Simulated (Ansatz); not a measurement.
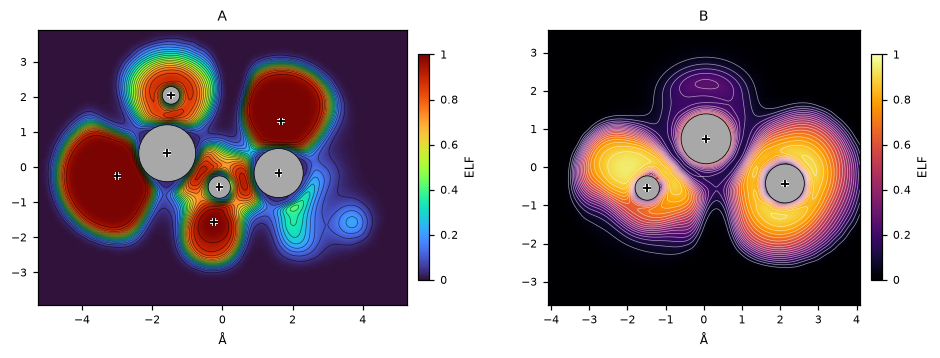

The ELF of 2 systems, each on a plane through atoms (crosses mark nuclei in the plane; grey discs cover the cores).

The calculation used RHF/def2-SVP in Ansatz.

System 1: AlFH6N2Si (SMILES N[SiH2][NH][AlH][F]), the plane of atoms Al4, N3 and H10. 

```yaml
atoms:
  - { symbol: N, position_ang: [-0.0055, 1.7567, 1.2454] }
  - { symbol: Si, position_ang: [-0.7471, 0.6238, 0.1806] }
  - { symbol: N, position_ang: [0.1892, -0.8366, 0.1153] }
  - { symbol: Al, position_ang: [0.7756, -1.8564, -1.2088] }
  - { symbol: F, position_ang: [0.4434, -1.4238, -2.7690] }
  - { symbol: H, position_ang: [-0.5585, 2.3980, 1.7791] }
  - { symbol: H, position_ang: [0.9180, 2.1111, 1.0898] }
  - { symbol: H, position_ang: [-2.1088, 0.4227, 0.7353] }
  - { symbol: H, position_ang: [-0.8825, 1.0719, -1.2262] }
  - { symbol: H, position_ang: [0.4327, -1.1688, 1.0355] }
  - { symbol: H, position_ang: [1.6087, -3.1556, -0.9563] }
```

System 2: ClH4NSn (SMILES [NH2][SnH2][Cl]), the plane of atoms N1, Sn2 and Cl3. Core potentials replace the inner electrons of Sn.

```xyz
7

N    -0.8113    0.0621   -1.0020
Sn    0.6070   -0.0060    0.4202
Cl   -0.1900    0.9618    2.4365
H    -1.0858    0.9652   -1.3439
H    -1.6310   -0.5020   -0.8692
H     1.9248    0.9477   -0.0616
H     0.9488   -1.6275    0.7847
```

Match each panel to its system.

Panel A is system 1, AlFH6N2Si: the plane holds Si, N, Al, F and H. Al–F (1.65 Å): the ELF peaks at about 0.90 in the valence shell of F, 0.6 Å from its nucleus, and is about 0.20 at the midpoint. Panel B is system 2, ClH4NSn: the plane holds N, Sn and Cl. Sn–N (2.01 Å): the ELF peaks at about 0.90 in the valence shell of N, 0.6 Å from its nucleus, and drops to about 0.15 between the two atoms.
